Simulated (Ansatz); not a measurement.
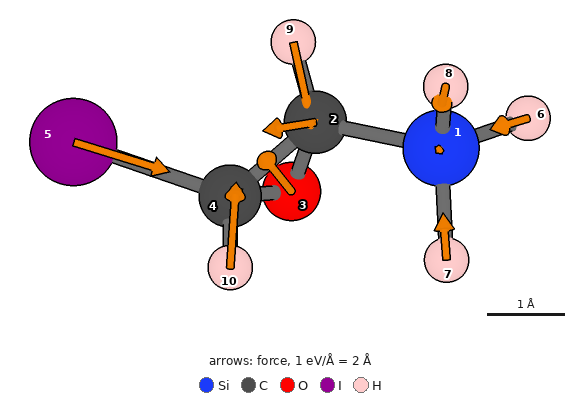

Starting geometry of C2H5IOSi with the computed forces as orange arrows. A ball-and-stick model, seen at a tilt.

The start comes from PBE-D4/def2-SVP.

These are results of RKS PBE0-D4/def2-TZVP in Ansatz 0.2.0, not measurements. Settings: force threshold 0.005 eV/Å; at most 150 steps.

Q: Is this structure relaxed? If not, where do the atoms go?

A: It isn't relaxed: the largest force vector, on H10, is 0.68 eV/Å. The final displacements follow the starting forces only in part (cosine between the two patterns 0.59). The energy falls by 0.058 eV in 6 geometry steps. The largest force component goes from 0.64 to 0.0029 eV/Å. The largest move after the best rigid fit is that of I5, 0.067 Å. Largest moves by element: I 0.067 Å, H 0.060 Å, Si 0.025 Å, C 0.024 Å, O 0.011 Å. Some distances before and after: C4–I5 2.181 → 2.125 Å, Si1–C2 1.901 → 1.880 Å, C2–H9 1.109 → 1.089 Å, Si1–H8 1.504 → 1.486 Å.
